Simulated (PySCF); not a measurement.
C$_{4}$H$_{9}$FOSi

```xyz
16

C    -0.2648   -1.7781   -0.9147
C    -0.0089   -0.8053   -0.0515
C     1.2373    0.0274   -0.2226
C     0.9463    1.3679   -0.8894
F     0.3007    2.2277   -0.0247
Si   -1.1638   -0.4228    1.4084
O    -2.0091    0.9459    1.2124
H     0.3938   -2.0140   -1.7395
H    -1.1471   -2.3890   -0.8291
H     1.7019    0.2189    0.7471
H     1.9576   -0.4962   -0.8564
H     0.2889    1.2499   -1.7563
H     1.8711    1.8745   -1.1829
H    -2.2213   -1.4184    1.4907
H    -0.3138   -0.3489    2.6031
H    -1.5764    1.7694    0.9938
```

Geometry: GFN2-xTB.

The calculation used PySCF, PBE0/pcSseg-1, SCF density, gas phase, non-relativistic.

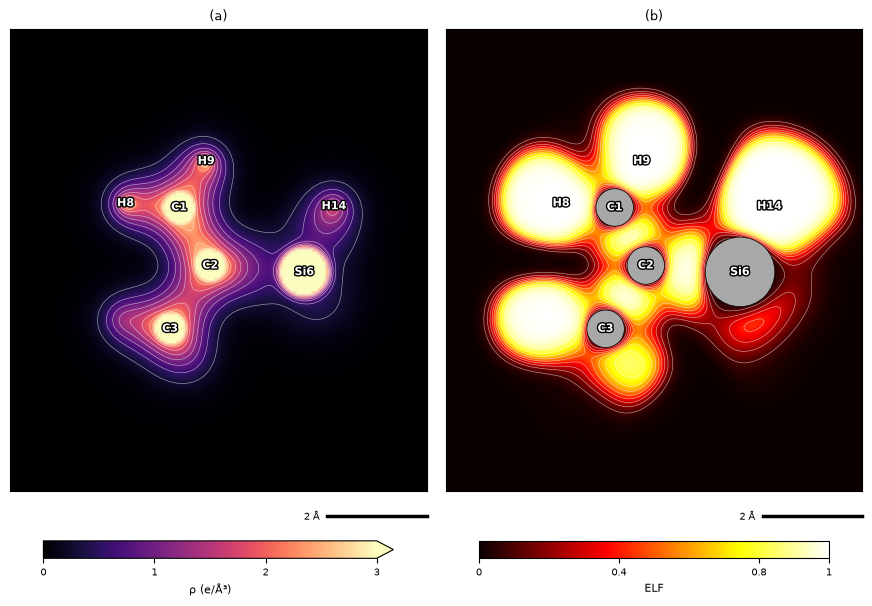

Figure 1. (a) electron density; (b) ELF on the plane of atoms C2, C1 and H9. Grey discs cover the atomic cores in the ELF map.

> Interpret the plot.

- Atoms in the plane: C, Si and H.
- C–C (1.33 Å): the density is about 2.3 e/Å³ at the midpoint; the ELF peaks at about 0.90 between the atoms: a multiple bond.
- C–Si (1.90 Å): ρ at the midpoint is about 0.93 e/Å³; the ELF peaks at about 1 between the atoms, as expected for a covalent bond.
- C–C (1.51 Å): ρ at the midpoint is about 1.7 e/Å³; the ELF peaks at about 0.95 between the atoms, as expected for a shared electron pair.
- C–H (1.08 Å): ρ is about 2 e/Å³ halfway; the ELF climbs to about 1 towards the hydrogen, as it does in any bond to H: a covalent bond by its length.

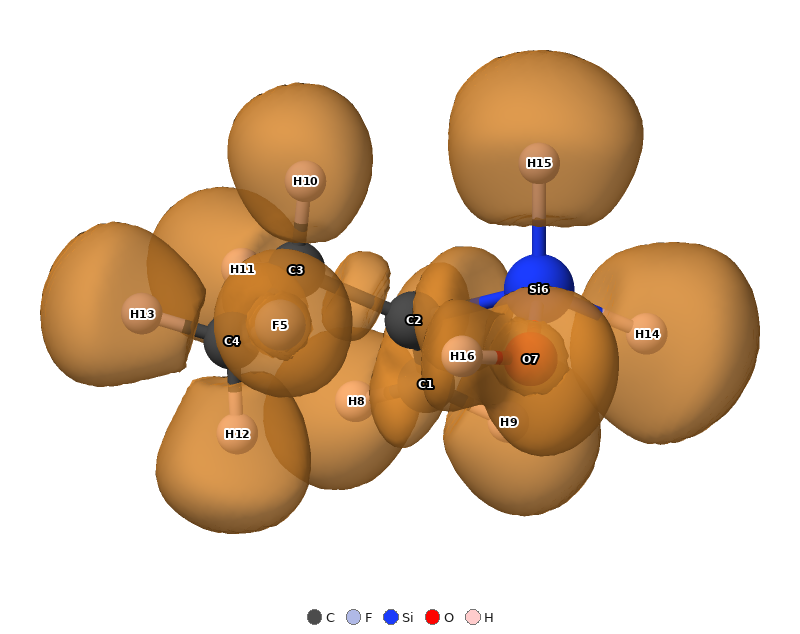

Figure 2. Isosurface of the electron localisation function at 0.75 (orange), seen from one side. Only the valence region is drawn (cores and ρ < 0.01 e/Å³ removed).

> Where are the electrons localised?

The surface consists of three regions between bonded C–C atoms (shared pairs), one region between bonded C–Si atoms (shared pairs), eight regions around hydrogen nuclei, one region on F in which the atom's valence shell and bonds are merged and one joined region spread over several atoms (H, O), in which their bonds and any lone pairs are merged. Profiles from the grid: C–F (1.38 Å): the ELF peaks at about 0.85 between the atoms (a polar covalent bond).

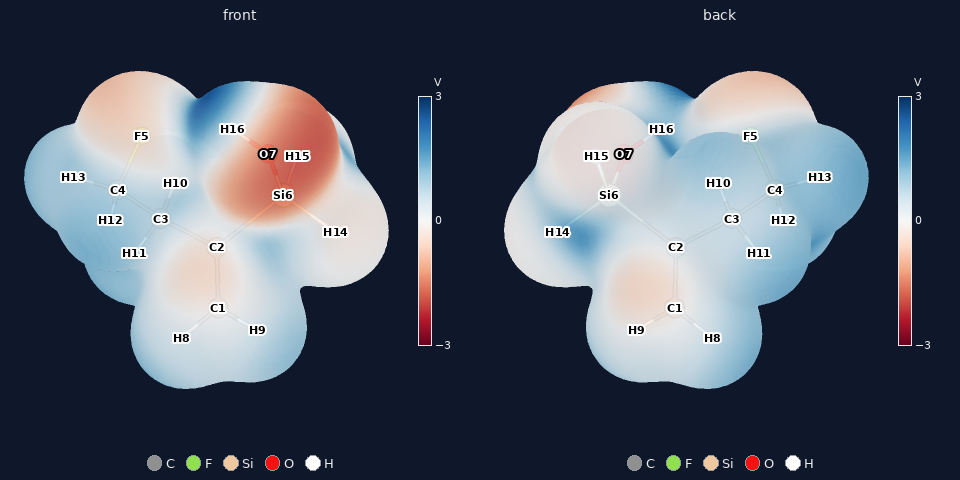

Figure 3. The electrostatic potential painted on the density surface at 0.004 e/bohr³, seen from the front and from behind; red is negative and blue positive.

> Describe the electrostatic potential map.

The most negative region (about −1.9 V) lies over O7, the most positive (about +2.3 V) over H16. O7 is the likeliest acceptor of a hydrogen bond.

> What dipole moment does the calculation give?

Its dipole moment is 3.08 D.
